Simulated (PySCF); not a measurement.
Consider C$_{4}$H$_{8}$N$_{2}$SSi.

The calculation's input:

```
{"job": {"kind": "nmr", "xc": "PBE0", "basis": "pcSseg-1"}, "charge": 0, "multiplicity": 1}
C     -2.829861    -0.297528    -0.144954
S     -1.453238     0.645839     0.571235
C     -0.106177    -0.193983    -0.157535
C     -0.035042    -1.251105    -1.021224
N      1.274056    -1.521509    -1.286070
C      1.961751    -0.659494    -0.606995
N      1.182431     0.198205     0.118352
Si     1.674772     1.510082     1.172768
H     -2.803773    -0.209557    -1.226938
H     -2.754859    -1.336547     0.161609
H     -3.739930     0.145518     0.246897
H     -0.816636    -1.830683    -1.467667
H      3.030469    -0.601101    -0.594634
H      1.175400     1.199424     2.508742
H      3.130788     1.473664     1.085999
H      1.102251     2.737718     0.629003
```

Launched as:

```sh
OMP_NUM_THREADS=1 python probes_run.py task.json out
```

Geometry: GFN2-xTB.

Method: PySCF 2.14.0, PBE0/pcSseg-1, SCF density, gas phase, non-relativistic.

Question: What can the converged electron density and electron localisation function tell about the bonding?

Answer: C–N (1.30 Å): ρ is about 2.7 e/Å³ halfway; the ELF peaks at about 0.90 between the atoms (a covalent bond).
C–C (1.37 Å): ρ is about 2.2 e/Å³ halfway; the ELF peaks at about 0.95 between the atoms; localised, covalent bonding.
C–S (1.75 Å): ρ is about 1.4 e/Å³ halfway; the ELF peaks at about 0.95 between the atoms (a covalent bond).
Si–N (1.75 Å): ρ is about 1 e/Å³ halfway; the ELF peaks at about 0.95 between the atoms; a shared but strongly polarised pair.

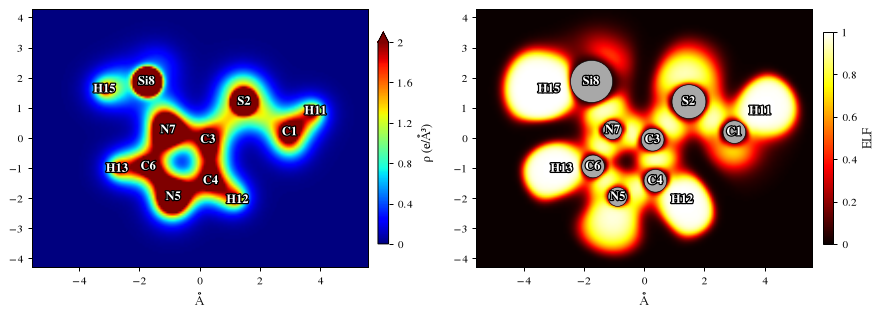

Computed electron density and electron localisation function on the plane of atoms C3, N7 and Si8, in this order. Grey discs cover the atomic cores in the ELF map. 
